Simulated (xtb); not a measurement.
**Run report: C3H4F2 (charge +1), energy and gradient calculation**

C3H4F2, charge +1, multiplicity 2, computed with GFN1-xTB (xtb 6.7.1).

The geometry is that of the parent species in another charge or spin state. The geometry comes from this level: PBE0-D4/def2-TZVP.

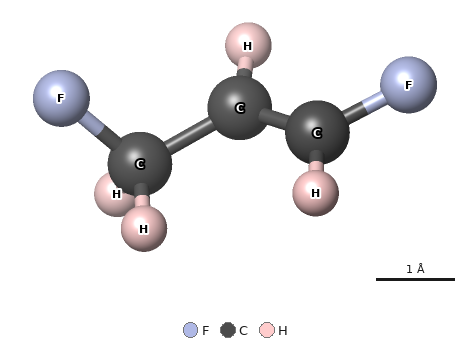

Figure 1. The input geometry (ball-and-stick view, seen at a tilt). Bond lengths as drawn: C–C 1.32 to 1.48 Å, C–F 1.33 to 1.39 Å and C–H 1.08 to 1.09 Å.

### Input file (struc.xyz)
```
9

F     -2.20990000    -0.02600000     1.31400000
C     -1.25490000    -0.26830000     0.41830000
C     -0.06930000     0.30900000     0.47320000
C      0.98010000    -0.00360000    -0.52580000
F      1.27920000     1.11870000    -1.28600000
H     -1.56610000    -0.98570000    -0.33440000
H      0.15020000     1.02410000     1.25860000
H      0.65440000    -0.79480000    -1.20760000
H      1.91030000    -0.31580000    -0.04120000
```

Machine: 1 thread of Intel Xeon (Granite Rapids), 96 GiB of memory available, shared host.

Launch command:
```bash
xtb --json --gfn 1 --grad --chrg 1 -u 1 -P 1 -- struc.xyz > out.txt
```

### What the program printed
```
* xtb version 6.7.1
   ID    Z sym.   atoms
    1    9 F      1, 5
    2    6 C      2-4
    3    1 H      6-9

           -------------------------------------------------
          |                Calculation Setup                |
           -------------------------------------------------

          program call               : xtb --json --gfn 1 --grad --chrg 1 -u 1 -P 1 -- struc.xyz
          coordinate file            : struc.xyz
          omp threads                :                     1

           -------------------------------------------------
          |                 G F N 1 - x T B                 |
           -------------------------------------------------

      * Hamiltonian:
        H0-scaling (s, p, d)           1.850000    2.250000    2.000000
        zeta-weighting                 0.000000
      * Dispersion:
        s8                             2.400000
        a1                             0.630000
        a2                             5.000000
        s9                             0.000000
      * Repulsion:
        kExp                           1.500000
        rExp                           1.000000
      * Coulomb:
        alpha                          2.000000
        third order                    atomic
        anisotropic                    false
      * Halogen bond correction:
        rad-scale                      1.300000
        damping                        0.440000

          ...................................................
          :                      SETUP                      :
          :.................................................:
          :  # basis functions                  28          :
          :  # atomic orbitals                  28          :
          :  # shells                           18          :
          :  # electrons                        29          :
          :  # halogen bonds                     0          :
          :  max. iterations                   250          :
          :  Hamiltonian                  GFN1-xTB          :
          :  restarted?                      false          :
          :  GBSA solvation                  false          :
          :  PC potential                    false          :
          :  electronic temp.          300.0000000     K    :
          :  accuracy                    1.0000000          :
          :  -> integral cutoff          0.2500000E+02      :
          :  -> integral neglect         0.1000000E-07      :
          :  -> SCF convergence          0.1000000E-05 Eh   :
          :  -> wf. convergence          0.2000000E-04 e    :
          :  Broyden damping             0.4000000          :
          :  net charge                          1          :
          :  unpaired electrons                  1          :
          ...................................................

 iter      E             dE          RMSdq      gap      omega  full diag
   1    -18.2190459 -0.182190E+02  0.686E+00    5.42       0.0  T
   2    -18.2101530  0.889286E-02  0.506E+00    4.62       1.0  T
   3    -18.2432131 -0.330601E-01  0.274E+00    5.25       1.0  T
   4    -18.2851270 -0.419139E-01  0.868E-01    5.20       1.0  T
   5    -18.2977068 -0.125797E-01  0.235E-01    5.06       1.0  T
   6    -18.2980641 -0.357304E-03  0.123E-01    5.09       1.0  T
   7    -18.2980678 -0.371521E-05  0.847E-02    5.07       1.0  T
   8    -18.2980226  0.452079E-04  0.111E-01    5.09       1.0  T
   9    -18.2981556 -0.133034E-03  0.737E-02    5.09       1.0  T
  10    -18.2982665 -0.110832E-03  0.234E-03    5.08      14.2  T
  11    -18.2982654  0.107144E-05  0.751E-03    5.08       4.4  T
  12    -18.2982666 -0.120715E-05  0.742E-04    5.08      44.9  T
  13    -18.2982666 -0.508265E-08  0.575E-04    5.08      58.0  T
  14    -18.2982666 -0.637718E-08  0.136E-04    5.08     245.9  T
  15    -18.2982666 -0.388795E-09  0.143E-05    5.08    2324.0  T

   *** convergence criteria satisfied after 15 iterations ***

         #    Occupation            Energy/Eh            Energy/eV
      -------------------------------------------------------------
         1        2.0000           -1.1453470             -31.1665
       ...           ...                  ...                  ...
         9        2.0000           -0.8350870             -22.7239
        10        2.0000           -0.8242366             -22.4286
        11        2.0000           -0.8128078             -22.1176
        12        2.0000           -0.7739024             -21.0590
        13        2.0000           -0.7533876             -20.5007
        14        1.9999           -0.7470574             -20.3285
        15        1.0001           -0.7289723             -19.8363 (HOMO)
        16                         -0.5421806             -14.7535 (LUMO)
        17                         -0.3792260             -10.3193
        18                         -0.3586696              -9.7599
        19                         -0.3380706              -9.1994
        20                         -0.3129896              -8.5169
       ...                                ...                  ...
        28                          0.3099797               8.4350
      -------------------------------------------------------------
                  HL-Gap            0.1867917 Eh            5.0829 eV
             Fermi-level           -0.6867954 Eh          -18.6887 eV

 SCC (total)                   0 d,  0 h,  0 min,  0.005 sec
 SCC setup                      ...        0 min,  0.000 sec (  1.188%)
 Dispersion                     ...        0 min,  0.000 sec (  0.483%)
 classical contributions        ...        0 min,  0.000 sec (  0.226%)
 integral evaluation            ...        0 min,  0.001 sec ( 22.153%)
 iterations                     ...        0 min,  0.002 sec ( 33.728%)
 molecular gradient             ...        0 min,  0.002 sec ( 40.654%)
 printout                       ...        0 min,  0.000 sec (  1.430%)

         :::::::::::::::::::::::::::::::::::::::::::::::::::::
         ::                     SUMMARY                     ::
         :::::::::::::::::::::::::::::::::::::::::::::::::::::
         :: total energy             -18.150946752618 Eh    ::
         :: gradient norm              0.116454928175 Eh/a0 ::
         :: HOMO-LUMO gap              5.082860358781 eV    ::
         ::.................................................::
         :: SCC energy               -18.298266597952 Eh    ::
         :: -> electrostatic           0.167952874984 Eh    ::
         :: repulsion energy           0.149461744956 Eh    ::
         :: dispersion energy         -0.002141899622 Eh    ::
         :: halogen bond corr.         0.000000000000 Eh    ::
         :: add. restraining           0.000000000000 Eh    ::
         :: total charge               1.000000000000 e     ::
         :::::::::::::::::::::::::::::::::::::::::::::::::::::

           -------------------------------------------------
          |                Property Printout                |
           -------------------------------------------------

    * Orbital Energies and Occupations

         #    Occupation            Energy/Eh            Energy/eV
      -------------------------------------------------------------
         1        2.0000           -1.1453470             -31.1665
       ...           ...                  ...                  ...
         3        2.0000           -0.9634311             -26.2163
         4        2.0000           -0.9236497             -25.1338
         5        2.0000           -0.8997822             -24.4843
         6        2.0000           -0.8713306             -23.7101
         7        2.0000           -0.8571588             -23.3245
         8        2.0000           -0.8554101             -23.2769
         9        2.0000           -0.8350870             -22.7239
        10        2.0000           -0.8242366             -22.4286
        11        2.0000           -0.8128078             -22.1176
        12        2.0000           -0.7739024             -21.0590
        13        2.0000           -0.7533876             -20.5007
        14        1.9999           -0.7470574             -20.3285
        15        1.0001           -0.7289723             -19.8363 (HOMO)
        16                         -0.5421806             -14.7535 (LUMO)
        17                         -0.3792260             -10.3193
        18                         -0.3586696              -9.7599
        19                         -0.3380706              -9.1994
        20                         -0.3129896              -8.5169
        21                         -0.2884888              -7.8502
        22                         -0.2701840              -7.3521
        23                         -0.0976434              -2.6570
        24                         -0.0371828              -1.0118
        25                         -0.0137256              -0.3735
        26                          0.0869020               2.3647
       ...                                ...                  ...
        28                          0.3099797               8.4350
      -------------------------------------------------------------
                  HL-Gap            0.1867917 Eh            5.0829 eV
             Fermi-level           -0.6867954 Eh          -18.6887 eV

  Mulliken/CM5 charges         n(s)   n(p)   n(d)
     1F    -0.08033 -0.10694   1.819  5.261  0.000
     2C     0.34961  0.31499   1.082  2.568  0.000
     3C     0.06783  0.01183   1.111  2.821  0.000
     4C     0.22360  0.14201   1.043  2.733  0.000
     5F    -0.14817 -0.17650   1.833  5.315  0.000
     6H     0.13085  0.18823   0.869  0.000  0.000
     7H     0.15550  0.21270   0.845  0.000  0.000
     8H     0.11868  0.17543   0.881  0.000  0.000
     9H     0.18243  0.23826   0.818  0.000  0.000

Wiberg/Mayer (AO) data.
largest (>0.10) Wiberg bond orders for each atom

 ---------------------------------------------------------------------------
     #   Z sym  total        # sym  WBO       # sym  WBO       # sym  WBO
 ---------------------------------------------------------------------------
     1   9 F    1.332 --     2 C    1.149
     2   6 C    3.760 --     3 C    1.535     1 F    1.149     6 H    0.944
     3   6 C    3.829 --     2 C    1.535     4 C    1.106     7 H    0.940
                             5 F    0.102
     4   6 C    3.877 --     3 C    1.106     5 F    0.947     8 H    0.920
                             9 H    0.832
     5   9 F    1.192 --     4 C    0.947     3 C    0.102
     6   1 H    0.987 --     2 C    0.944
     7   1 H    0.974 --     3 C    0.940
     8   1 H    0.993 --     4 C    0.920
     9   1 H    0.970 --     4 C    0.832
 ---------------------------------------------------------------------------

Topologies differ in total number of bonds
Writing topology from bond orders to xtbtopo.mol

 dipole moment from electron density (au)
     X       Y       Z
  -0.0268  -0.7213   0.3428  total (Debye):    2.031

           -------------------------------------------------
          | TOTAL ENERGY              -18.150946752618 Eh   |
          | GRADIENT NORM               0.116454928175 Eh/α |
          | HOMO-LUMO GAP               5.082860358781 eV   |
           -------------------------------------------------

------------------------------------------------------------------------
------------------------------------------------------------------------
 total:
 *  cpu-time:     0 d,  0 h,  0 min,  0.008 sec
 * ratio c/w:     0.999 speedup
 SCF:
 *  cpu-time:     0 d,  0 h,  0 min,  0.005 sec
 * ratio c/w:     0.998 speedup
```

### Standard error
```
normal termination of xtb
```

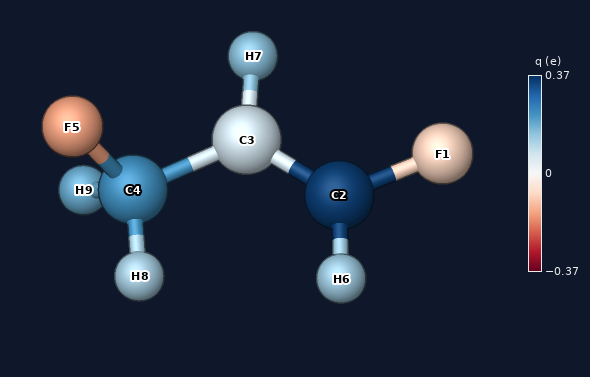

Figure 2. Mulliken charges, as the colour of each atom (ball-and-stick view, seen at a tilt; atoms are numbered from 1 in the order of the input). By element: F −0.15 to −0.08, C +0.07 to +0.35 and H +0.12 to +0.18 e.

### Summary

- outcome: converged
- electrons treated: 29
- total energy: −18.150947 hartree
- dispersion energy: −0.002142 hartree
- basis functions: 28
- largest force: 4.223 eV/Å
- peak memory: 0.067 GiB
